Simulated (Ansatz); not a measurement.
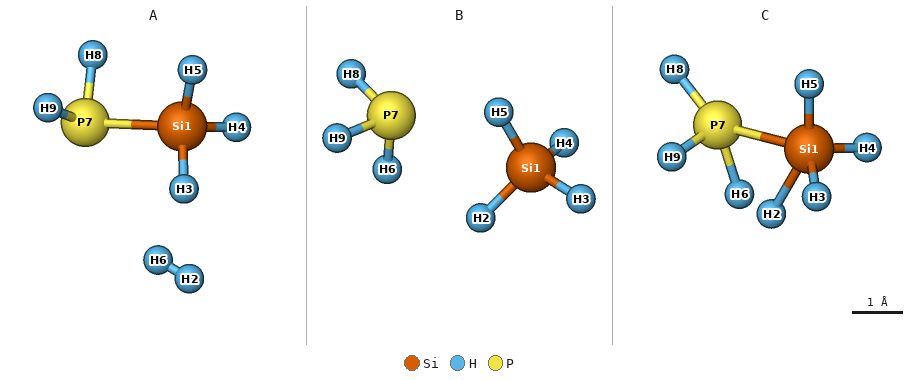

Three geometries of SiPH7: a saddle point and the two minima that it joins, in shuffled order. Style: ball-and-stick. Shown at a tilt. Sticks join atoms that are closer than about 1.2 times the sum of their covalent radii (a little more with hydrogen).

Stationary points at PBE0-D4/def2-TZVP, single-point energies with CCSD(T)/CBS (def2-TZVPP where no basis is named; Ansatz 0.2.0). The energies are electronic, without zero-point or thermal terms, and both ends are the minima reached downhill from the saddle, with any fragments still in contact. CCSD(T)/CBS stands for a frozen-core estimate: MP2 correlation extrapolated from def2-TZVPP and def2-QZVPP, CCSD(T) minus MP2 from the smaller set.

Which frame is the transition state, what reaction does it lead through, and what barrier is to be expected?

Frame C is the saddle point. Counted by bonded pieces, B holds PH₃ + SiH₄ and A holds H₂ + SiPH₅. From B over the saddle to A, bonds form: Si1–P7 (3.74 → 2.38 → 2.26 Å), H2–H6 (3.47 → 1.20 → 0.75 Å). Bonds break: Si1–H2 (1.49 → 1.81 → 3.70 Å), H6–P7 (1.42 → 1.55 → 3.32 Å). The saddle has one imaginary mode, 1509i cm⁻¹. With CCSD(T)/CBS the barrier is 63.1 kcal/mol from B and 62.3 kcal/mol from A, and A lies 0.8 kcal/mol above B.
